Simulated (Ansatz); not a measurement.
**SiH2S2: an energy map over bond length S1–Si2 and angle S3–Si2–S1**

Aim: map the energy of H2S2Si, SMILES S=[SiH]S over two coordinates, and find its wells, ridges and stiffness.

Program: Ansatz 0.2.0. Level of theory: RKS BHLYP-D4/def2-TZVP. These are calculated values, not measurements.

### Step 1. Starting geometry

SMILES `S=[SiH]S`, 5 atoms, charge 0, spin multiplicity 1.

Atoms are counted from 1 here; the program's logs count them from 0.

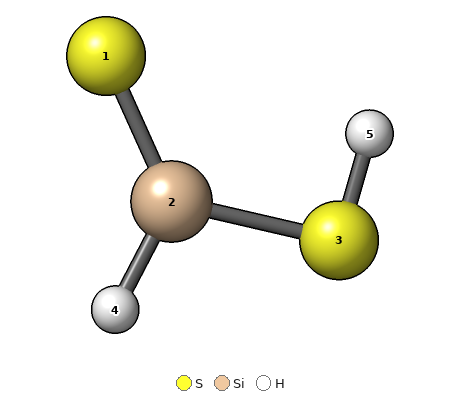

Start geometry, drawn with sulfur yellow, silicon light orange, hydrogen white; atoms are numbered from 1 in the order of the file.

Coordinates:

```xyz
5
H2S2Si
S    -1.89901    0.64527    0.79368
Si   -0.50170   -0.31533   -0.20132
S     1.59648    0.05239   -0.16413
H    -0.66995   -1.46534   -1.15214
H     1.47417    1.08302    0.72389
```

This geometry comes from a loose relaxation at PBE in a small basis, which is not shown.

### Step 2. The minimum at this level

The input, input.yaml:

```yaml
crystal:
  periodic: [false, false, false]
  atoms:
    - { symbol: S, position_ang: [-1.899009, 0.645267, 0.793683] }
    - { symbol: Si, position_ang: [-0.501698, -0.315334, -0.201321] }
    - { symbol: S, position_ang: [1.59648, 0.052394, -0.164126] }
    - { symbol: H, position_ang: [-0.669951, -1.465341, -1.15214] }
    - { symbol: H, position_ang: [1.474168, 1.083024, 0.723894] }
basis:
  gaussian: { orbitals: def2-TZVP }
hamiltonian:
  xc: { name: BHLYP }
  dispersion: d4
output:
  forces: true
relax:
  f_tol: 0.003
  max_steps: 120
```

Command:

```console
$ ansatz run input.yaml --threads 1 --pin off --max-ram 2560MiB --backend cpu --events-out ev --progress --plain --runs-dir out
```

The program printed, cut to the lines that bear on the results:

```text
Warning: RAYON_NUM_THREADS=1 ignored (pool sized by the plan → 1); use --threads N
[...]
Functional definition: BHLYP
[...]
954 factors; their error is unknown
[...]
mean field -29582.88406819 eV, -1087.1509375068 hartree, gradient 1.6e-5 eV, S^2 0.000000; 0 other end points of the search recorded, 0 dependent functions left out
[...]
reference -29582.88421963 eV, -1087.1509430724 hartree; 24, 24 occupied and 99, 99 virtual orbitals, 954 factors
relax step   1: F+E_penalty+E_count = -29583.09747177 eV  Δ(F+E_penalty+E_count) = +0.000e0 eV  max|allowed force component| = 8.261e-1 eV/Å  Δτ_max = 0.0000 Å  (27 SCF iters, accepted)
[...]
relax step   6: F+E_penalty+E_count = -29583.16077526 eV  Δ(F+E_penalty+E_count) = -2.671e-5 eV  max|allowed force component| = 5.855e-3 eV/Å  Δτ_max = 0.0008 Å  (33 SCF iters, accepted)
[...]
relax step   7: F+E_penalty+E_count = -29583.16077711 eV  Δ(F+E_penalty+E_count) = -1.853e-6 eV  max|allowed force component| = 3.375e-4 eV/Å  Δτ_max = 0.0004 Å  (32 SCF iters, accepted)
954 factors; their error is unknown
[...]
mean field -29582.94496235 eV, -1087.1531753263 hartree, gradient 7.6e-6 eV, S^2 0.000000; 1 other end points of the search recorded, 0 dependent functions left out
[...]
reference -29582.94511249 eV, -1087.1531808437 hartree; 24, 24 occupied and 99, 99 virtual orbitals, 954 factors
Total energy: -29583.16092725 eV, -1087.1611118896 hartree
Atom 0 at    -1.878629     0.621305     0.770774 Å, force     0.000002    -0.000293    -0.000246 eV/Å
Atom 1 at    -0.495856    -0.309857    -0.197419 Å, force    -0.000224     0.000320     0.000296 eV/Å
Atom 2 at     1.561628     0.054810    -0.157443 Å, force     0.000073    -0.000338    -0.000293 eV/Å
Atom 3 at    -0.662285    -1.432240    -1.125196 Å, force     0.000002     0.000045     0.000038 eV/Å
Atom 4 at     1.475132     1.065993     0.709274 Å, force     0.000147     0.000266     0.000205 eV/Å
Dipole moment:     0.446470    -0.161873    -0.195207 e Å
```

Run time: 30 s. Hardware: 1 thread of Intel Xeon Platinum 8259CL at 2.50GHz (Skylake/Cascade Lake), shared host; peak memory 0.26 GiB.

Along the way: (the energy doesn't fall at every step)

```
step  energy from step 1 (eV)  largest force component (eV/Å)
   1                   0.0000                          0.8261
   2                  -0.0567                          0.3030
   3                  -0.0614                          0.1236
   4                  -0.0343                          0.9772
   5                  -0.0633                          0.0269
   6                  -0.0633                          0.0059
   7                  -0.0633                          0.0003
```

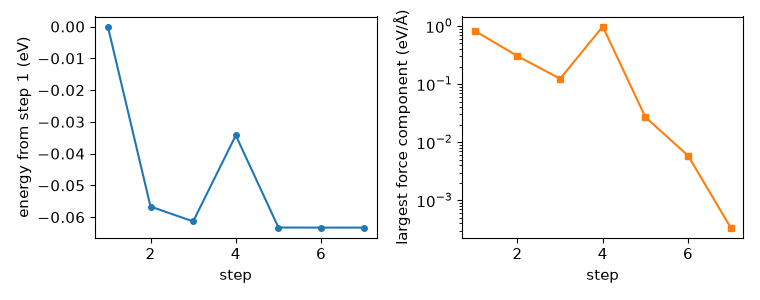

Energy and largest force along the relaxation.

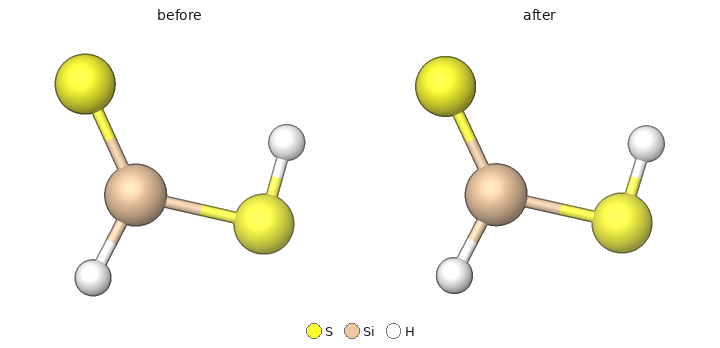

Before and after, at one scale.

Distances of close pairs at the start and the end, largest changes first:

```
  bond  before (Å)  after (Å)  change (Å)
Si2–S3       2.130      2.090      -0.041
S1–Si2       1.966      1.928      -0.038
Si2–H4       1.502      1.466      -0.036
 S3–H5       1.366      1.335      -0.031
```

### Step 3. Plan of the scan

The axes are (1) bond length S1–Si2: 15 values from 1.658 to 2.699 Å; (2) angle S3–Si2–S1: 15 values from 82.8 to 172.8 °.

Nothing else is relaxed (all other coordinates rigid). Energies count from the relaxed molecule at the same level. Points are written as (first, second).

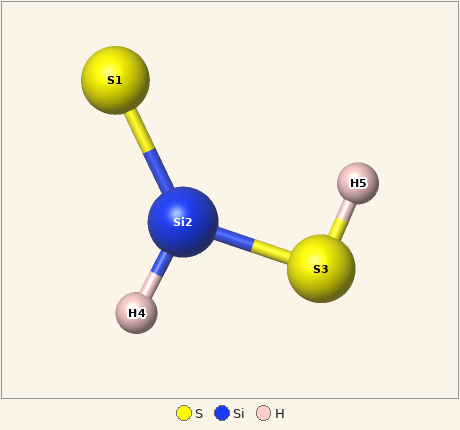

The geometry at (2.253 Å, 134.2°).

Of the runs on the grid, 3 are shown in the steps below; the others differ only in the two coordinates.

### Step 4. The run at (2.253 Å, 134.2°)

The input, input.yaml:

```yaml
crystal:
  periodic: [false, false, false]
  atoms:
    - { symbol: S, position_ang: [-1.878629, 0.621305, 0.770774] }
    - { symbol: Si, position_ang: [-0.26262, -0.466919, -0.360726] }
    - { symbol: S, position_ang: [1.815845, -0.279643, -0.473555] }
    - { symbol: H, position_ang: [-0.42905, -1.589302, -1.288503] }
    - { symbol: H, position_ang: [1.878715, 0.742174, 0.382663] }
basis:
  gaussian: { orbitals: def2-TZVP }
hamiltonian:
  xc: { name: BHLYP }
  dispersion: d4
output:
  forces: true
```

Command:

```console
$ ansatz run input.yaml --threads 1 --pin off --max-ram 2560MiB --backend cpu --events-out ev --progress --plain --runs-dir out
```

The program printed, cut to the lines that bear on the results:

```text
Warning: RAYON_NUM_THREADS=1 ignored (pool sized by the plan → 1); use --threads N
[...]
Functional definition: BHLYP
[...]
954 factors; their error is unknown
[...]
mean field -29581.84641396 eV, -1087.1128044173 hartree, gradient 7.5e-5 eV, S^2 0.000000; 0 other end points of the search recorded, 0 dependent functions left out
[...]
reference -29581.84656823 eV, -1087.1128100866 hartree; 24, 24 occupied and 99, 99 virtual orbitals, 954 factors
Total energy: -29582.04846461 eV, -1087.1202296418 hartree
Atom 0 at    -1.878629     0.621305     0.770774 Å, force     3.688260    -2.337927    -2.459151 eV/Å
Atom 1 at    -0.262620    -0.466919    -0.360726 Å, force    -3.129436     1.998078     2.098720 eV/Å
Atom 2 at     1.815845    -0.279643    -0.473555 Å, force    -0.354254     0.317374     0.314720 eV/Å
Atom 3 at    -0.429050    -1.589302    -1.288503 Å, force    -0.358092    -0.021215     0.028787 eV/Å
Atom 4 at     1.878715     0.742174     0.382663 Å, force     0.153522     0.043689     0.016924 eV/Å
Dipole moment:     0.689677    -0.253228    -0.304230 e Å
```

Wall time 3.6 s (1 thread of Intel Xeon Platinum 8259CL at 2.50GHz (Skylake/Cascade Lake), shared host); peak memory 0.24 GiB.

Energy on the map's scale: 1.11 eV.

### Step 5. Grid point (1.955 Å, 127.8°)

The input, input.yaml:

```yaml
crystal:
  periodic: [false, false, false]
  atoms:
    - { symbol: S, position_ang: [-1.878629, 0.621305, 0.770774] }
    - { symbol: Si, position_ang: [-0.476367, -0.322981, -0.211065] }
    - { symbol: S, position_ang: [1.581369, 0.040384, -0.172223] }
    - { symbol: H, position_ang: [-0.642796, -1.445364, -1.138842] }
    - { symbol: H, position_ang: [1.495979, 1.051694, 0.694456] }
basis:
  gaussian: { orbitals: def2-TZVP }
hamiltonian:
  xc: { name: BHLYP }
  dispersion: d4
output:
  forces: true
```

Command:

```console
$ ansatz run input.yaml --threads 1 --pin off --max-ram 2560MiB --backend cpu --events-out ev --progress --plain --runs-dir out
```

The program printed, cut to the lines that bear on the results:

```text
Warning: RAYON_NUM_THREADS=1 ignored (pool sized by the plan → 1); use --threads N
[...]
Functional definition: BHLYP
[...]
954 factors; their error is unknown
[...]
mean field -29582.93442681 eV, -1087.1527881520 hartree, gradient 3.8e-5 eV, S^2 0.000000; 0 other end points of the search recorded, 0 dependent functions left out
[...]
reference -29582.93457729 eV, -1087.1527936820 hartree; 24, 24 occupied and 99, 99 virtual orbitals, 954 factors
Total energy: -29583.14951269 eV, -1087.1606924124 hartree
Atom 0 at    -1.878629     0.621305     0.770774 Å, force     0.592202    -0.394347    -0.410891 eV/Å
Atom 1 at    -0.476367    -0.322981    -0.211065 Å, force    -0.548054     0.382487     0.395097 eV/Å
Atom 2 at     1.581369     0.040384    -0.172223 Å, force    -0.031281     0.004720     0.008075 eV/Å
Atom 3 at    -0.642796    -1.445364    -1.138842 Å, force    -0.014730     0.004600     0.005814 eV/Å
Atom 4 at     1.495979     1.051694     0.694456 Å, force     0.001862     0.002540     0.001906 eV/Å
Dipole moment:     0.469227    -0.171773    -0.206552 e Å
```

It took 3.7 s on 1 thread of Intel Xeon Platinum 8259CL at 2.50GHz (Skylake/Cascade Lake), shared host; peak memory 0.24 GiB.

That is 0.011 eV from the zero.

### Step 6. Grid point (2.104 Å, 127.8°)

The input, input.yaml:

```yaml
crystal:
  periodic: [false, false, false]
  atoms:
    - { symbol: S, position_ang: [-1.878629, 0.621305, 0.770774] }
    - { symbol: Si, position_ang: [-0.369493, -0.39495, -0.285896] }
    - { symbol: S, position_ang: [1.688242, -0.031584, -0.247053] }
    - { symbol: H, position_ang: [-0.535923, -1.517333, -1.213673] }
    - { symbol: H, position_ang: [1.602853, 0.979725, 0.619626] }
basis:
  gaussian: { orbitals: def2-TZVP }
hamiltonian:
  xc: { name: BHLYP }
  dispersion: d4
output:
  forces: true
```

Command:

```console
$ ansatz run input.yaml --threads 1 --pin off --max-ram 2560MiB --backend cpu --events-out ev --progress --plain --runs-dir out
```

The program printed, cut to the lines that bear on the results:

```text
Warning: RAYON_NUM_THREADS=1 ignored (pool sized by the plan → 1); use --threads N
[...]
Functional definition: BHLYP
[...]
954 factors; their error is unknown
[...]
mean field -29582.56740176 eV, -1087.1393002304 hartree, gradient 8.5e-5 eV, S^2 0.000000; 0 other end points of the search recorded, 0 dependent functions left out
[...]
reference -29582.56755441 eV, -1087.1393058400 hartree; 24, 24 occupied and 99, 99 virtual orbitals, 954 factors
Total energy: -29582.77761004 eV, -1087.1470252422 hartree
Atom 0 at    -1.878629     0.621305     0.770774 Å, force     2.732227    -1.820372    -1.896549 eV/Å
Atom 1 at    -0.369493    -0.394950    -0.285896 Å, force    -2.498664     1.776777     1.829187 eV/Å
Atom 2 at     1.688242    -0.031584    -0.247053 Å, force    -0.170358     0.014505     0.034504 eV/Å
Atom 3 at    -0.535923    -1.517333    -1.213673 Å, force    -0.068496     0.016609     0.022990 eV/Å
Atom 4 at     1.602853     0.979725     0.619626 Å, force     0.005291     0.012481     0.009868 eV/Å
Dipole moment:     0.586469    -0.224925    -0.266817 e Å
```

Run time: 3.5 s. Hardware: 1 thread of Intel Xeon Platinum 8259CL at 2.50GHz (Skylake/Cascade Lake), shared host; peak memory 0.24 GiB.

On the map this point reads 0.38 eV.

### Step 7. The map

225 points were computed. Energies in eV, from the relaxed molecule at the same level:

| angle S3–Si2–S1 (°) ↓, bond length S1–Si2 (Å) → | 1.658 | 1.732 | 1.807 | 1.881 | 1.955 | 2.030 | 2.104 | 2.178 | 2.253 | 2.327 | 2.402 | 2.476 | 2.550 | 2.625 | 2.699 |
| --- | --- | --- | --- | --- | --- | --- | --- | --- | --- | --- | --- | --- | --- | --- | --- |
| 172.8 | 4.21 | 3.27 | 2.73 | 2.49 | 2.46 | 2.59 | 2.80 | 3.08 | 3.40 | 3.73 | 4.07 | 4.38 | 4.68 | 4.96 | 5.20 |
| 166.3 | 3.46 | 2.52 | 1.98 | 1.75 | 1.73 | 1.86 | 2.09 | 2.38 | 2.71 | 3.05 | 3.40 | 3.73 | 4.05 | 4.34 | 4.60 |
| 159.9 | 2.88 | 1.94 | 1.40 | 1.17 | 1.16 | 1.29 | 1.53 | 1.83 | 2.17 | 2.53 | 2.89 | 3.23 | 3.56 | 3.87 | 4.14 |
| 153.5 | 2.44 | 1.50 | 0.97 | 0.74 | 0.72 | 0.86 | 1.10 | 1.41 | 1.76 | 2.13 | 2.50 | 2.85 | 3.19 | 3.51 | 3.80 |
| 147.0 | 2.12 | 1.18 | 0.64 | 0.41 | 0.40 | 0.54 | 0.79 | 1.10 | 1.45 | 1.83 | 2.20 | 2.57 | 2.92 | 3.25 | 3.55 |
| 140.6 | 1.92 | 0.97 | 0.43 | 0.20 | 0.18 | 0.32 | 0.57 | 0.88 | 1.24 | 1.62 | 2.00 | 2.38 | 2.73 | 3.07 | 3.38 |
| 134.2 | 1.82 | 0.86 | 0.31 | 0.08 | 0.06 | 0.19 | 0.44 | 0.75 | 1.11 | 1.49 | 1.88 | 2.26 | 2.62 | 2.97 | 3.28 |
| 127.8 | 1.81 | 0.84 | 0.28 | 0.04 | 0.01 | 0.14 | 0.38 | 0.69 | 1.05 | 1.43 | 1.83 | 2.21 | 2.58 | 2.93 | 3.25 |
| 121.3 | 1.89 | 0.91 | 0.34 | 0.09 | 0.05 | 0.17 | 0.41 | 0.71 | 1.07 | 1.44 | 1.84 | 2.22 | 2.59 | 2.95 | 3.28 |
| 114.9 | 2.08 | 1.08 | 0.50 | 0.22 | 0.17 | 0.28 | 0.50 | 0.80 | 1.15 | 1.52 | 1.91 | 2.29 | 2.66 | 3.02 | 3.35 |
| 108.5 | 2.38 | 1.36 | 0.75 | 0.46 | 0.39 | 0.48 | 0.69 | 0.97 | 1.30 | 1.67 | 2.05 | 2.42 | 2.79 | 3.15 | 3.48 |
| 102.0 | 2.84 | 1.78 | 1.14 | 0.82 | 0.72 | 0.79 | 0.97 | 1.23 | 1.55 | 1.89 | 2.26 | 2.62 | 2.98 | 3.33 | 3.66 |
| 95.6 | 3.46 | 2.37 | 1.69 | 1.33 | 1.20 | 1.23 | 1.37 | 1.60 | 1.89 | 2.21 | 2.55 | 2.90 | 3.24 | 3.58 | 3.90 |
| 89.2 | 4.34 | 3.21 | 2.48 | 2.06 | 1.88 | 1.86 | 1.96 | 2.14 | 2.38 | 2.66 | 2.97 | 3.28 | 3.59 | 3.91 | 4.21 |
| 82.8 | 5.57 | 4.38 | 3.60 | 3.12 | 2.87 | 2.78 | 2.81 | 2.92 | 3.10 | 3.31 | 3.56 | 3.81 | 4.08 | 4.36 | 4.62 |

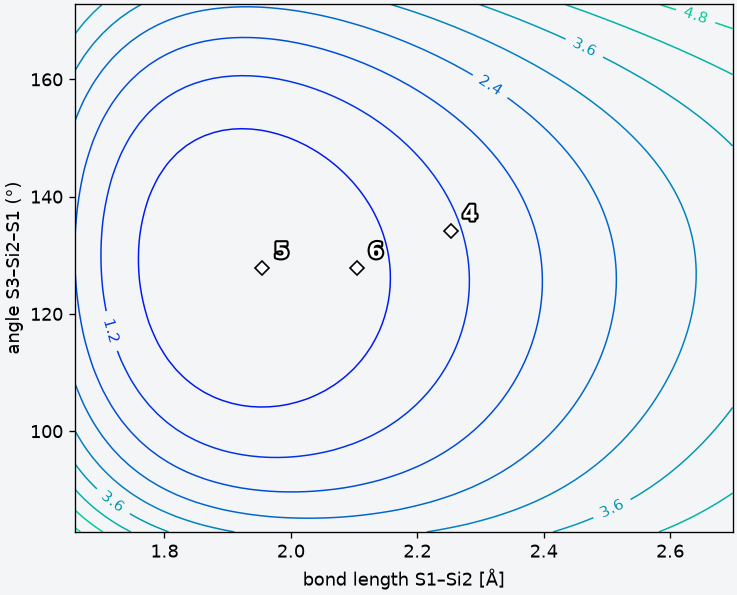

The map; numbers mark the steps of this session that print a point's run. Drawn: contour lines labelled in eV. Between grid points the surface is interpolated.

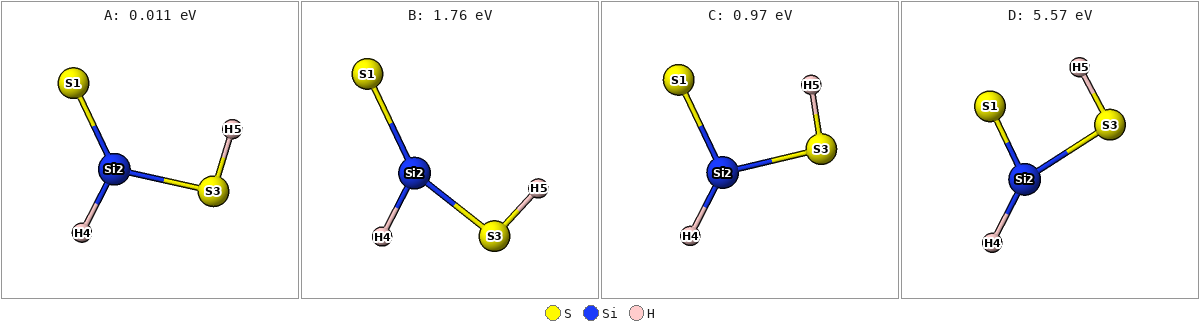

Structures on the grid, at one scale: A at (1.955 Å, 127.8°); B at (2.253 Å, 153.5°); C at (2.104 Å, 102.0°); D at (1.658 Å, 82.8°).

The largest force on an atom (eV/Å) at each point:

```
angle S3–Si2–S1 (°) ↓, bond length S1–Si2 (Å) →  1.658  1.732  1.807  1.881  1.955  2.030  2.104  2.178  2.253  2.327  2.402  2.476  2.550  2.625  2.699
                                          172.8   17.9   11.7    7.3    4.4    4.0    3.9    3.9    4.1    4.4    4.5    4.4    4.2    3.9    3.7    3.7
                                          166.3   17.7   11.6    7.1    4.1    3.2    3.2    3.6    4.3    4.6    4.7    4.6    4.4    4.1    3.7    3.4
                                          159.9   17.5   11.3    6.8    3.7    2.5    2.7    3.7    4.4    4.7    4.8    4.8    4.6    4.3    3.9    3.6
                                          153.5   17.3   11.0    6.5    3.3    1.9    2.7    3.8    4.5    4.9    5.0    4.9    4.7    4.4    4.1    3.7
                                          147.0   16.9   10.7    6.1    2.9    1.4    2.7    3.8    4.6    4.9    5.1    5.0    4.8    4.6    4.2    3.9
                                          140.6   16.6   10.4    5.7    2.5    1.0    2.7    3.9    4.6    5.0    5.1    5.1    4.9    4.7    4.3    4.0
                                          134.2   16.3   10.0    5.3    2.0    0.9    2.7    3.8    4.6    5.0    5.2    5.2    5.0    4.8    4.5    4.1
                                          127.8   16.4   10.0    5.1    1.7    0.8    2.6    3.8    4.6    5.0    5.2    5.2    5.1    4.9    4.5    4.2
                                          121.3   16.6   10.2    5.3    1.8    1.2    2.9    4.0    4.7    5.2    5.4    5.4    5.3    5.1    4.9    4.6
                                          114.9   16.9   10.4    5.6    2.1    1.7    3.3    4.4    5.2    5.6    5.8    5.9    5.8    5.6    5.4    5.2
                                          108.5   17.3   10.8    5.9    2.5    2.1    3.7    4.9    5.6    6.0    6.3    6.3    6.3    6.1    5.9    5.7
                                          102.0   17.8   11.3    6.4    3.1    2.5    4.1    5.3    6.0    6.4    6.7    6.7    6.7    6.6    6.4    6.1
                                           95.6   18.4   12.0    7.2    3.9    2.8    4.5    5.6    6.3    6.8    7.0    7.1    7.0    6.9    6.8    6.5
                                           89.2   19.3   13.0    8.4    5.2    3.8    4.7    5.8    6.6    7.0    7.3    7.3    7.3    7.2    7.1    6.9
                                           82.8   20.5   14.5   10.1    7.1    5.4    5.1    6.0    6.7    7.2    7.4    7.5    7.5    7.4    7.3    7.1
```

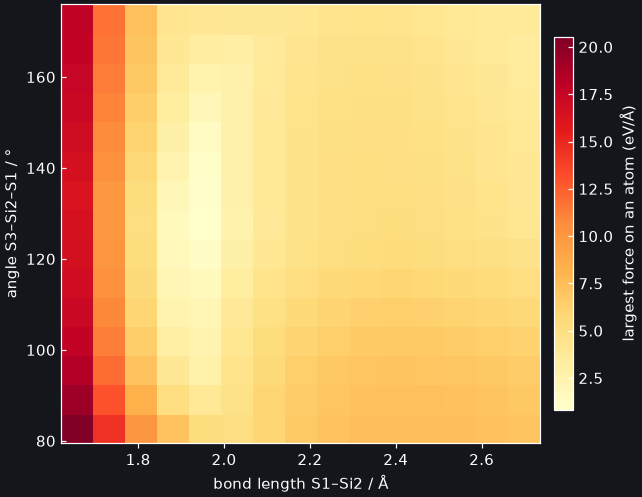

The largest force on an atom over the grid. In the figure: one coloured cell a grid point.

### Step 8. Summary of results

| quantity | value |
| --- | --- |
| lowest point | (1.955 Å, 127.8°), 0.011 eV |
| highest computed point | (1.658 Å, 82.8°), 5.56 eV above the lowest |
| largest force on an atom (eV/Å) | 0.8 at (1.955 Å, 127.8°) to 20.5 at (1.658 Å, 82.8°); 0.8 at the lowest point |
| time for the whole task | 15 min on 1 thread, shared host |

**Reading.** The lowest computed point is at (1.955 Å, 127.8°), 0.011 eV from the relaxed molecule at the same level. The grid is coarse, so the lowest point of the scanned range may lie between grid points; coordinates that were held can hide deeper minima. No other kind of well shows on this grid. The highest computed point, (1.658 Å, 82.8°), lies 5.56 eV above the lowest. Round the minimum the two coordinates are nearly uncoupled.
